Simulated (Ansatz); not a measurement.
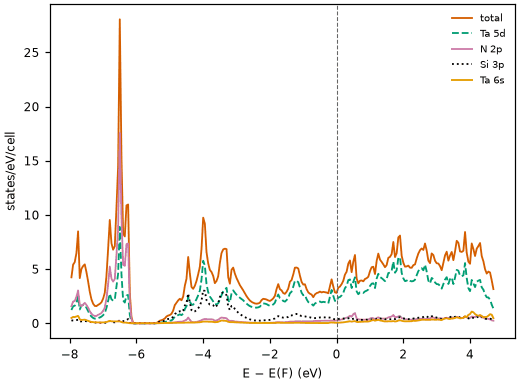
Figure. Total and projected density of states of Ta₂SiN in space group P6_3/mmc (No. 194; Si on 2d, Ta on 4f, N on 2a), the program Ansatz at the PBE level (PAW)

Question: Which orbitals carry the states next to the Fermi level?

Answer: Within 0.5 eV of the Fermi level: Ta 5d 71 %, Si 3p 12 %, N 2p 10 %. Projections are on Löwdin-orthogonalised atomic valence shells; empty p or d shells of many metals are not among them.

Question: Where is the tallest occupied peak in this window, and what makes it?

Answer: Near -6.5 eV, about 28 states/eV per cell; the largest projected share is N 2p.

The start of the workflow was typed in or built on a structure type; neither database checked (COD, Materials Project) lists it. Whether it is the stable phase at ambient conditions was not checked. The cell was relaxed with PBE under the symmetry of its start; its stability against distortions is not shown here. No spin polarisation was allowed. Scalar-relativistic: spin–orbit coupling is off unless named, which matters more the heavier the elements.

Potentials: the earlier of the program's two PAW sets.
